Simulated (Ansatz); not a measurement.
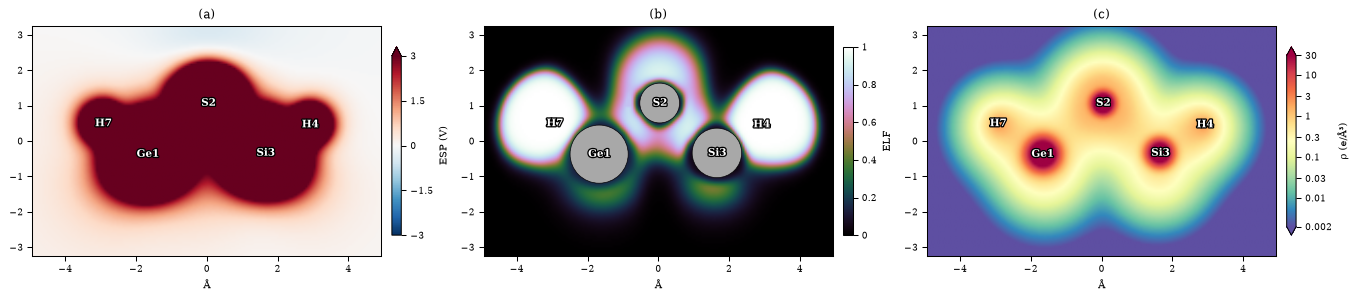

Figure 1: GeH6SSi (SMILES [SiH3][S][GeH3]). (a) electrostatic potential; (b) electron localisation function; (c) electron density on the plane of atoms Ge1, S2 and Si3. Grey discs cover the atomic cores in the ELF map.

Geometry: PBE0-D3(BJ)/pcseg-1.

Method: isolated molecule in a Gaussian basis; Kohn-Sham density functional theory, functional PBE0 (Ansatz 0.2.0).

The calculation's input:

```
crystal:
  periodic: [false, false, false]
  atoms:
    - symbol: Ge
      position_ang: [-0.256405, -1.427599, -1.928486]
    - symbol: S
      position_ang: [0.735360, -2.603391, -0.300887]
    - symbol: Si
      position_ang: [-0.337423, -1.807317, 1.377062]
    - symbol: H
      position_ang: [0.207052, -2.487274, 2.583792]
    - symbol: H
      position_ang: [-1.800554, -2.077292, 1.254085]
    - symbol: H
      position_ang: [-0.138817, -0.331798, 1.487616]
    - symbol: H
      position_ang: [0.411167, -1.889227, -3.226821]
    - symbol: H
      position_ang: [-0.025659, 0.071409, -1.686146]
    - symbol: H
      position_ang: [-1.760876, -1.736749, -1.935563]
basis:
  gaussian:
    orbitals: def2-TZVPD
hamiltonian:
  xc: pbe0
output: {forces: true, orbitals: {seedname: orbitals}}
```

Command:

```sh
ansatz run input.yaml --threads 2 --pin off --max-ram 4350MiB --events-out events.jsonl --progress --plain --runs-dir runs
```

### Read the bonding off the picture.

The plane passes through Ge, S, Si and H nuclei. Si–S (2.14 Å): the density is about 0.81 e/Å³ at the midpoint; the ELF peaks at about 0.90 between the atoms: localised, covalent bonding. Ge–S (2.24 Å): ρ is about 0.71 e/Å³ halfway; the ELF peaks at about 0.85 in the valence shell of S, 0.9 Å from its nucleus, and is about 0.80 at the midpoint. Si–H (1.49 Å): ρ is about 0.81 e/Å³ halfway; the ELF climbs to about 1 towards the hydrogen, as it does in any bond to H. Ge–H (1.53 Å): ρ is about 1.1 e/Å³ halfway; the ELF climbs to about 1 towards the hydrogen. The ELF also peaks beside S2, away from the bonds: lone-pair regions. Outside the dense part of the molecule the potential is most negative (−0.4 V) near S2.
